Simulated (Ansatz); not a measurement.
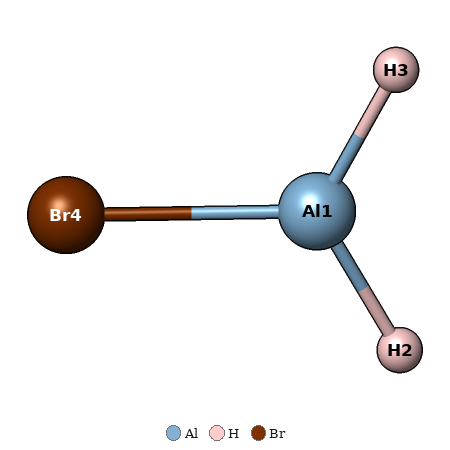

Sticks follow a distance rule. Harmonic vibrations computed with RKS PBE0-D4/def2-TZVP (Ansatz 0.2.0) at a stationary point of the same level.

Question: How many imaginary frequencies does it have?

Answer: A minimum: no imaginary frequency, and the lowest mode lies at 414 cm⁻¹.

Question: How many vibrational modes are there, and where do they lie?

Answer: 6 modes: 414, 487, 589, 770, 1959, 1977 cm⁻¹.
